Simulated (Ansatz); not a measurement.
# Run report: AlB₂H₅, geometry relaxation (part 2 of 2)

AlB₂H₅, SMILES [BH2][AlH][BH2]; RKS B3LYP-D4/6-31G (Ansatz 0.2.0). It belongs to a series of runs on one base structure; here: end point A relaxed.

Geometry of the input (Å):
```
B  -1.2201  0.8677  -1.2286
Al 0.2540  0.4794  0.2186
B  0.9761  -1.3251  1.0192
H  -1.8435  0.0190  -1.7678
H  -1.5139  1.9534  -1.5878
H  0.9447  1.7756  0.8116
H  1.8250  -1.3791  1.8382
H  0.5775  -2.3909  0.6966
```

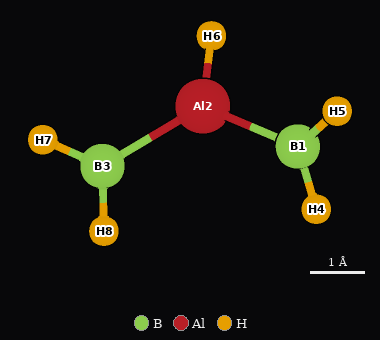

Fig. 1: The geometry at step 9 of the log (ball-and-stick view, seen at an oblique angle; atoms are numbered from 1 in the order of the input).

## Trajectory as extended XYZ (Å, eV, eV/Å), 17 frames, from step=1 to step=17
```
8
Properties=species:S:1:pos:R:3:forces:R:3 step=1 energy=-8027.55822
B    -1.2201    0.8677   -1.2286   -0.3745  -0.1973  -0.3473
Al    0.2540    0.4794    0.2186    0.2442   0.4556   0.2063
B     0.9761   -1.3251    1.0192   -0.0153  -0.5402   0.0083
H    -1.8435    0.0190   -1.7678   -0.2239  -0.3499  -0.1869
H    -1.5139    1.9534   -1.5878   -0.0167   0.4803  -0.0552
H     0.9447    1.7756    0.8116    0.2257   0.4319   0.1989
H     1.8250   -1.3791    1.8382    0.3411   0.1157   0.3229
H     0.5775   -2.3909    0.6966   -0.1805  -0.3961  -0.1470
8
Properties=species:S:1:pos:R:3:forces:R:3 step=2 energy=-8027.65984
B    -1.2402    0.8355   -1.2459   -0.0309   0.1073  -0.0348
Al    0.2976    0.5609    0.2556   -0.0418  -0.0825  -0.0390
B     0.9624   -1.3607    1.0045    0.0802  -0.0031   0.0877
H    -1.8655   -0.0323   -1.7814    0.0118  -0.1135   0.0243
H    -1.5207    1.9411   -1.5999   -0.0671   0.1337  -0.0818
H     0.9991    1.8843    0.8626    0.0120   0.0293   0.0152
H     1.8207   -1.3976    1.8341    0.1189  -0.0543   0.1112
H     0.5465   -2.4312    0.6704   -0.0830  -0.0168  -0.0829
8
Properties=species:S:1:pos:R:3:forces:R:3 step=3 energy=-8027.67084
B    -1.2530    0.8628   -1.2597    0.0085  -0.0215  -0.0026
Al    0.2943    0.5554    0.2536    0.0106   0.0278   0.0175
B     0.9847   -1.3687    1.0283   -0.0061  -0.0035  -0.0225
H    -1.8613   -0.0361   -1.7718    0.0070   0.0043   0.0164
H    -1.5512    1.9628   -1.6382    0.0141  -0.0274   0.0119
H     0.9957    1.8837    0.8640   -0.0052  -0.0045  -0.0001
H     1.8488   -1.4366    1.8595   -0.0243   0.0076  -0.0217
H     0.5419   -2.4232    0.6644   -0.0045   0.0173   0.0010
8
Properties=species:S:1:pos:R:3:forces:R:3 step=4 energy=-8027.67203
B    -1.2474    0.8555   -1.2562    0.0010   0.0057   0.0080
Al    0.2988    0.5642    0.2579    0.0084   0.0091   0.0006
B     0.9802   -1.3652    1.0203   -0.0003   0.0080   0.0060
H    -1.8561   -0.0474   -1.7602    0.0087   0.0031   0.0131
H    -1.5466    1.9533   -1.6386    0.0025  -0.0209  -0.0088
H     0.9978    1.8928    0.8703   -0.0097  -0.0090   0.0005
H     1.8426   -1.4373    1.8521   -0.0096  -0.0115  -0.0160
H     0.5306   -2.4159    0.6545   -0.0009   0.0154  -0.0033
8
Properties=species:S:1:pos:R:3:forces:R:3 step=5 energy=-8027.67213
B    -1.2446    0.8448   -1.2393    0.0716   0.0462  -0.0824
Al    0.3016    0.5846    0.2751   -0.0552  -0.0047   0.0452
B     0.9641   -1.3559    1.0153    0.1090   0.0064  -0.0578
H    -1.8492   -0.0722   -1.7223   -0.0284   0.0102   0.0417
H    -1.5197    1.9303   -1.6723   -0.0301  -0.0304   0.0040
H     0.9931    1.9135    0.8943   -0.0091  -0.0129  -0.0029
H     1.8476   -1.4498    1.8217   -0.0284  -0.0267   0.0200
H     0.5071   -2.3953    0.6274   -0.0293   0.0119   0.0322
8
Properties=species:S:1:pos:R:3:forces:R:3 step=6 energy=-8027.69412
B    -1.1922    0.8344   -1.2519   -0.2687   0.0007  -0.0892
Al    0.3101    0.6202    0.2993    0.0766  -0.0045  -0.0666
B     0.9985   -1.3343    0.9601   -0.0898  -0.1200   0.1074
H    -1.9096   -0.0968   -1.5506    0.1261   0.2469   0.0546
H    -1.4159    1.8704   -1.8324    0.1062  -0.2214   0.0140
H     0.8883    1.9465    1.0235   -0.0567   0.0122   0.0647
H     1.9030   -1.5067    1.7310    0.0331   0.0215  -0.1099
H     0.4178   -2.3339    0.6210    0.0731   0.0646   0.0249
8
Properties=species:S:1:pos:R:3:forces:R:3 step=7 energy=-8027.73046
B    -1.1785    0.8387   -1.2506   -0.3786  -0.0346  -0.4058
Al    0.2999    0.6275    0.3144   -0.0080   0.0455   0.0392
B     1.0072   -1.3249    0.9501    0.0572  -0.2493   0.0057
H    -1.9896   -0.0672   -1.4471    0.3371   0.5732   0.1113
H    -1.2896    1.8211   -1.9738    0.0808  -0.5223   0.2597
H     0.7822    1.9483    1.1269   -0.0853  -0.0459   0.0350
H     1.9857   -1.5255    1.6255   -0.0827   0.0699  -0.1561
H     0.3826   -2.3180    0.6545    0.0795   0.1634   0.1110
8
Properties=species:S:1:pos:R:3:forces:R:3 step=8 energy=-8027.77534
B    -1.1487    0.8348   -1.2677   -0.5493   0.0763  -0.5428
Al    0.3007    0.6263    0.3126   -0.1180   0.0426   0.1292
B     1.0293   -1.3213    0.9197    0.1311  -0.3059   0.1068
H    -2.0839    0.0066   -1.3473    0.6851   0.7839   0.0413
H    -1.1517    1.7549   -2.1002   -0.0194  -0.7734   0.4808
H     0.6385    1.9302    1.2478   -0.1036  -0.1866  -0.0825
H     2.0795   -1.5236    1.4918   -0.2275   0.0433  -0.2615
H     0.3364   -2.3078    0.7435    0.2016   0.3199   0.1287
8
Properties=species:S:1:pos:R:3:forces:R:3 step=9 energy=-8027.89181
B    -1.1334    0.8434   -1.2852   -0.2307   0.0618  -0.2308
Al    0.2620    0.6145    0.3435   -0.1284  -0.1021  -0.0186
B     1.0423   -1.3218    0.9166    0.0770  -0.1123   0.0890
H    -2.1067    0.0956   -1.3378    0.3999   0.4389   0.0145
H    -1.0648    1.6938   -2.1592   -0.0072  -0.4489   0.2789
H     0.5257    1.8987    1.3123   -0.0786  -0.1115  -0.0042
H     2.1656   -1.5347    1.3116   -0.1949   0.0335  -0.2096
H     0.3094   -2.2895    0.8983    0.1628   0.2405   0.0809
8
Properties=species:S:1:pos:R:3:forces:R:3 step=10 energy=-8027.98195
B    -1.1080    0.8552   -1.2926   -0.1850   0.0353  -0.2826
Al    0.2160    0.5614    0.3409   -0.0304   0.1440   0.0551
B     1.0581   -1.3023    0.9071    0.2308  -0.4884   0.1700
H    -2.1448    0.2173   -1.3036    0.2231   0.2814  -0.0349
H    -0.9476    1.6264   -2.2153   -0.0388  -0.2954   0.2086
H     0.3864    1.8125    1.3661   -0.0690  -0.0585   0.0395
H     2.2392   -1.5208    1.1261   -0.4942   0.0384  -0.1953
H     0.3007   -2.2498    1.0713    0.3635   0.3432   0.0396
8
Properties=species:S:1:pos:R:3:forces:R:3 step=11 energy=-8028.04446
B    -1.0822    0.8417   -1.3317   -0.3337   0.2294   0.1425
Al    0.1932    0.5634    0.3572   -0.1264  -0.2043   0.0363
B     1.0778   -1.3026    0.9044    0.2039  -0.3293   0.1424
H    -2.2135    0.3865   -1.2839    0.3952   0.0938  -0.0669
H    -0.8470    1.5254   -2.2928    0.0380  -0.1993  -0.0002
H     0.2424    1.7565    1.4654   -0.0153  -0.0379  -0.0744
H     2.2750   -1.5404    0.9353   -0.4903   0.0625  -0.0808
H     0.3544   -2.2306    1.2461    0.3287   0.3851  -0.0990
8
Properties=species:S:1:pos:R:3:forces:R:3 step=12 energy=-8028.08923
B    -1.0863    0.8802   -1.2979   -0.2033   0.0415  -0.4514
Al    0.0826    0.5260    0.3843    0.4015  -0.3541   0.4799
B     1.0804   -1.3250    0.9113   -0.1446   0.1374  -0.0298
H    -2.2358    0.5317   -1.3117   -0.0307   0.0397  -0.0135
H    -0.7160    1.4197   -2.3074   -0.0053  -0.0435   0.0850
H     0.1469    1.7377    1.4666    0.0099  -0.0392   0.0132
H     2.2565   -1.5258    0.7475   -0.1153   0.0462  -0.0216
H     0.4716   -2.2447    1.4075    0.0878   0.1719  -0.0618
8
Properties=species:S:1:pos:R:3:forces:R:3 step=13 energy=-8028.11860
B    -1.0951    0.8676   -1.3119   -0.0272   0.0084  -0.0160
Al    0.0588    0.4922    0.4254   -0.0072   0.0053   0.0178
B     1.0714   -1.3057    0.9096    0.0183  -0.0234  -0.0003
H    -2.2676    0.6122   -1.3508   -0.0007  -0.0027  -0.0091
H    -0.6499    1.3536   -2.3140    0.0152  -0.0064  -0.0018
H     0.1315    1.6889    1.5179    0.0057   0.0166   0.0141
H     2.2248   -1.5001    0.6414   -0.0045   0.0028  -0.0105
H     0.5261   -2.2087    1.4823    0.0005  -0.0007   0.0057
8
Properties=species:S:1:pos:R:3:forces:R:3 step=14 energy=-8028.11961
B    -1.0992    0.8673   -1.3107    0.0016  -0.0067   0.0070
Al    0.0444    0.4892    0.4366    0.0007   0.0097   0.0040
B     1.0705   -1.3073    0.9098   -0.0099   0.0079  -0.0015
H    -2.2729    0.6235   -1.3683   -0.0033  -0.0004  -0.0082
H    -0.6290    1.3424   -2.3072    0.0022  -0.0024  -0.0002
H     0.1271    1.6901    1.5260    0.0030   0.0014   0.0031
H     2.2151   -1.5004    0.6059    0.0006  -0.0029  -0.0039
H     0.5440   -2.2047    1.5079    0.0050  -0.0067  -0.0003
8
Properties=species:S:1:pos:R:3:forces:R:3 step=15 energy=-8028.11970
B    -1.0997    0.8653   -1.3073    0.0083  -0.0225   0.0054
Al    0.0392    0.4938    0.4460   -0.0028   0.0189   0.0202
B     1.0680   -1.3032    0.9126   -0.0181  -0.0163  -0.0501
H    -2.2727    0.6211   -1.3779    0.0033   0.0044   0.0020
H    -0.6170    1.3317   -2.3020   -0.0006   0.0051  -0.0014
H     0.1280    1.6958    1.5343   -0.0003  -0.0004  -0.0057
H     2.2052   -1.4999    0.5832    0.0036   0.0057   0.0160
H     0.5490   -2.2047    1.5112    0.0066   0.0051   0.0136
8
Properties=species:S:1:pos:R:3:forces:R:3 step=16 energy=-8028.11959 accepted=F
B    -1.0977    0.8574   -1.3014    0.0120   0.0266  -0.0083
Al    0.0298    0.5024    0.4624   -0.0063  -0.0052  -0.0081
B     1.0580   -1.3030    0.9011    0.0281   0.0151   0.0391
H    -2.2704    0.6190   -1.3887    0.0027  -0.0078   0.0047
H    -0.5978    1.3145   -2.2935   -0.0109  -0.0112   0.0109
H     0.1285    1.7073    1.5470    0.0008  -0.0162  -0.0119
H     2.1916   -1.4951    0.5540   -0.0202  -0.0034  -0.0049
H     0.5579   -2.2024    1.5192   -0.0061   0.0022  -0.0215
8
Properties=species:S:1:pos:R:3:forces:R:3 step=17 energy=-8028.11989
B    -1.0988    0.8611   -1.3043   -0.0014   0.0038   0.0036
Al    0.0368    0.4974    0.4517    0.0107   0.0043  -0.0114
B     1.0636   -1.3036    0.9063   -0.0019  -0.0025   0.0101
H    -2.2721    0.6194   -1.3750   -0.0013  -0.0028  -0.0015
H    -0.6154    1.3244   -2.3003    0.0013  -0.0032  -0.0001
H     0.1351    1.7037    1.5327   -0.0043  -0.0011   0.0066
H     2.2066   -1.4919    0.5921   -0.0041   0.0011  -0.0064
H     0.5443   -2.2105    1.4967    0.0009   0.0005  -0.0008
```

## Key numbers

```tsv
quantity	value
outcome	converged
total energy	−8028.1202 eV
mean-field energy	−8027.9521 eV
largest force (length of the vector) at the end	0.016 eV/Å
hardware	1 thread of Intel Xeon (Sapphire Rapids), 192 GiB of memory available, shared host
wall time	31 s
peak memory	0.12 GiB
```
